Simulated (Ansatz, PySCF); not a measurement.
Pulling on the B1–F3 bond in BFH2O (SMILES OBF) (multiplicity 1 held, fragments rigid). Energies count from the point at 1.327 Å.
Geometry at that point (charge 0, multiplicity 1):
```xyz
5

B     -0.3560    -0.1697    -0.2196
H     -1.2844    -0.6674    -0.7800
F     -0.1423     1.1333    -0.3545
O      0.5051    -0.8606     0.5561
H      0.3044    -1.7990     0.6194
```

Restricted levels (R-, RO-) in cc, def2 and unpolarised 6-31G sets keep to the state of the molecule at rest. U- levels take the lowest unrestricted solution at each point, which mixes spins at long bonds. Left out are points that failed, MP2 points in a non-variational dive below the minimum, coupled-cluster points behind a sign of a changed root (a jump of the amplitudes, or a one-step jump against full CI or MRCI), small-basis points behind a change of solution, and semi-empirical points at long bonds. Curves can end on different states.

Frozen-core correlation. Rows in 6-31G* carry no dispersion term and start afresh at each structure (6-31G* with six Cartesian d functions).

Run with Ansatz (Gaussian orbitals); PySCF for 6-31G* rows. 

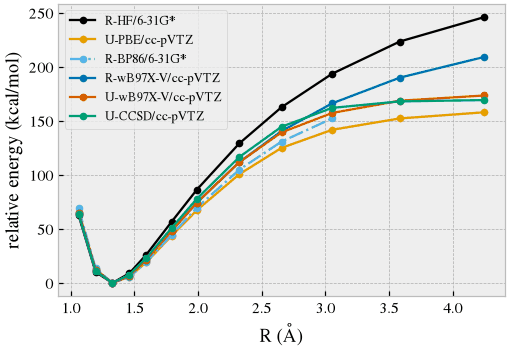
Figure: Relative energy along the coordinate

Doubts at one or more of the structures used: a restricted determinant that unrestricted orbitals would lower (R-HF/6-31G*, R-BP86/6-31G*, R-wB97X-V/cc-pVTZ); a spin-contaminated determinant (U-PBE/cc-pVTZ, U-wB97X-V/cc-pVTZ, U-CCSD/cc-pVTZ); T1 above 0.05 (U-CCSD/cc-pVTZ); the program's own flag: other amplitudes (U-CCSD/cc-pVTZ).

Ansatz is an electronic-structure program.
